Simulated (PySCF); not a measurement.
# C3H7FO2Si: what the fields show

```csv
atom,x (Å),y (Å),z (Å)
F,-0.9805,1.9279,0.4720
C,-1.4713,0.7565,-0.0318
C,-1.1649,-0.4590,0.8361
C,-0.3139,-0.9028,-0.3722
O,1.0159,-1.0233,-0.1619
Si,2.1140,0.1937,-0.3061
O,-0.6962,0.2786,-1.0928
H,-2.5123,0.9579,-0.3136
H,-0.5673,-0.2241,1.7122
H,-2.0092,-1.0895,1.0920
H,-0.6762,-1.8000,-0.8924
H,2.1754,0.6729,-1.6827
H,1.8157,1.2966,0.6071
H,3.2701,-0.5858,0.1120
```

Geometry: GFN2-xTB.

Computed with PySCF 2.14.0, PBE0/pcSseg-1, SCF density, gas phase, non-relativistic.

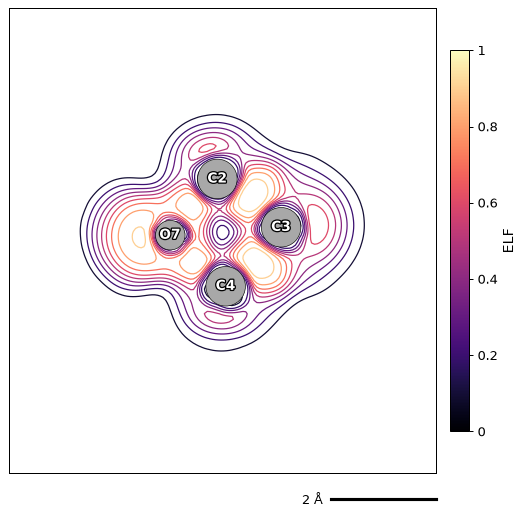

Figure 1. Electron localisation function on the plane of atoms C2, C3 and C4. Grey discs cover the atomic cores.

Question: Describe what can be read from this map.

Answer:
- Atoms in the plane: C and O.
- C–C (1.52 Å): the ELF peaks at about 0.95 between the atoms, as expected for a covalent bond.
- C–O (1.40 Å): the ELF peaks at about 0.90 between the atoms: a polar covalent bond.
- The ELF also peaks beside O7, away from the bonds: lone-pair regions.

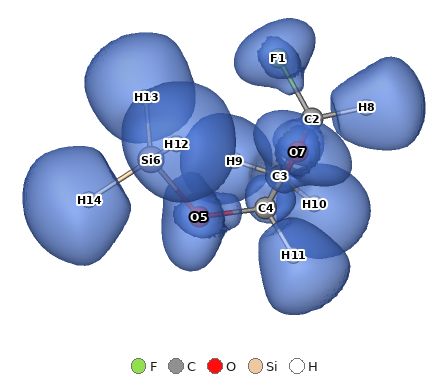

Figure 2. Isosurface of the electron localisation function at 0.75 (blue), seen at a tilt. Core shells and regions of very low density are left out.

Question: What do the ELF domains correspond to?

Answer: The surface consists of two regions between bonded C–C atoms (shared pairs), seven regions around hydrogen nuclei, one region on F in which the atom's valence shell and bonds are merged and two regions on O in which the atom's valence shell and bonds are merged. Along the contacts the grid gives the following. C–O (1.35 Å): the ELF peaks at about 0.90 between the atoms, as expected for a polar covalent bond. C–F (1.37 Å): the ELF peaks at about 0.85 between the atoms (a polar covalent bond).

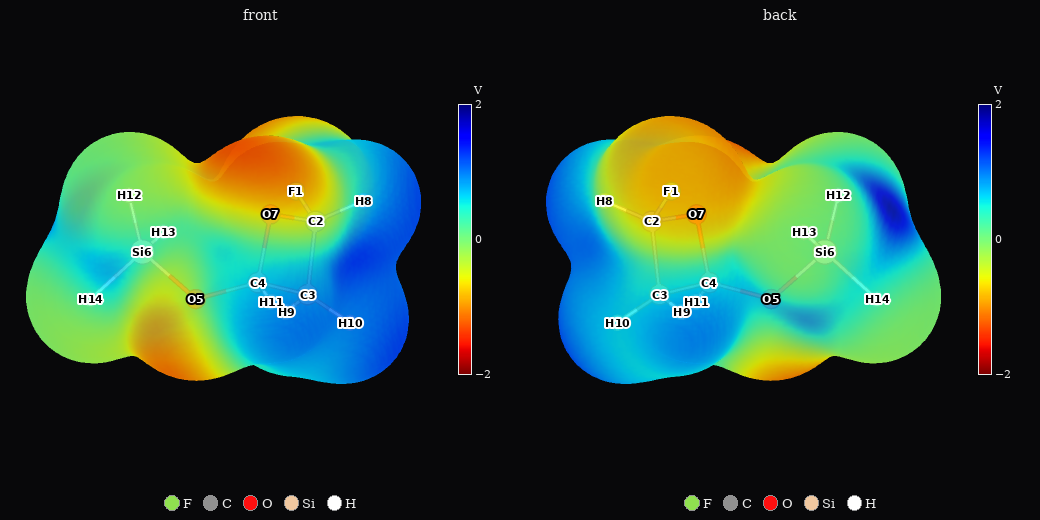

Figure 3. The molecular electrostatic potential painted on the density surface at 0.002 e/bohr³, seen from the front and from behind; red is negative and blue positive.

Question: Which sites attract a positive test charge, and which a negative one?

Answer: A positive charge is drawn to the negative regions and a negative charge to the positive ones. The most negative region (about −1.3 V) lies over O7, the most positive (about +1.6 V) over Si6. O7 is the likeliest acceptor of a hydrogen bond.

Question: What dipole moment does the calculation give?

Answer: Its dipole moment is 1.96 D.
